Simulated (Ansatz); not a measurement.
## MgI2 (P-3m1): refractive index against wavelength

The refractive index of MgI2 (P-3m1) along x below the direct gap (3.64 eV on the mesh) is read from one computed spectrum, n = √(Re ε). x, y and z are the Cartesian axes of the input cell.

Cell: a, b, c = 4.140, 4.140, 6.880 Å (primitive vectors), 3 atoms.

Method: Ansatz 0.2.0, PBE, independent particles, k-mesh 9×9×5 with interpolation inside its cells, Gaussian parameter 0.15 eV.

Launch of the response step: `ansatz run input.yaml --threads 4 --pin off --max-ram 8192MiB --backend cpu --events-out ev --progress --plain --runs-dir out`. The run took 30 s, on 4 threads of Arm Neoverse V2 (shared host).

```tsv
wavelength (nm)	photon energy E (eV)	n
1550	0.800	2.2581
1310	0.946	2.2641
1064	1.165	?
850	1.459	2.2944
700	1.771	2.3210
633	1.959	2.3404
532	2.331	2.3883
```

In the single-oscillator model n² − 1 = E₀E_d/(E₀² − E²), so 1/(n² − 1) = E₀/E_d − E²/(E₀E_d) is linear in E².

Working, on the rows shown:

| x = E² (eV²) | y = 1/(n² − 1) |
| --- | --- |
| 0.639837 | 0.243961 |
| 0.895757 | 0.242357 |
| 2.12762 | 0.234507 |
| 3.13716 | 0.227944 |
| 3.83641 | 0.22334 |
| 5.43137 | 0.212586 |

Means: x̄ = 2.678, ȳ = 0.23078. Σ(x − x̄)(y − ȳ) = -0.1096, Σ(x − x̄)² = 16.77. Slope = -0.1096 / 16.77 = -0.006534; intercept = ȳ − slope · x̄ = 0.24828. Turned back into n, the line misses the rows shown by at most 0.00095.

Q: Predict the last column of the withheld row from the fit.

A: At x = 1.3578 the line gives y = 0.23941, that is 2.2753. The run gave 2.2753, so the interpolation holds to the digits printed.

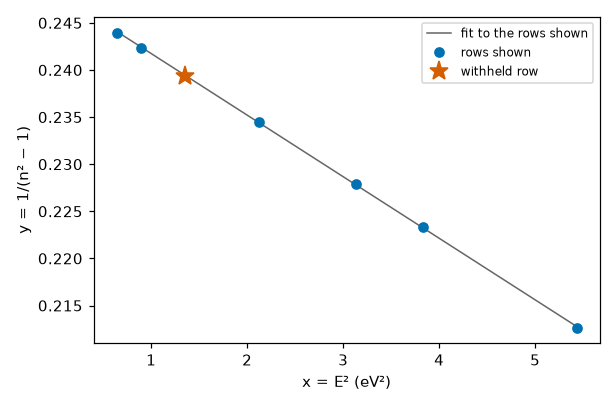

Refitted with all rows, the slope is -0.006534 and the intercept 0.24828. These give E₀ = √(intercept/−slope) = 6.16 eV and E_d = E₀/intercept = 24.8 eV; E₀ is 1.7 times the direct gap. The electronic limit at long wavelengths, without lattice vibrations, is n = √(1 + 1/intercept) = 2.242. The cell comes from an older database entry, whose edges can be off by a per cent or so. Excitons are left out and so are local fields; PBE gaps are as a rule too small. Spin-orbit coupling is left out.

[Logs are printed without paths, hosts, clocks, repeated set-up lines and the standing remarks that a program may print on its own settings, such as how far it seeks lower states.]
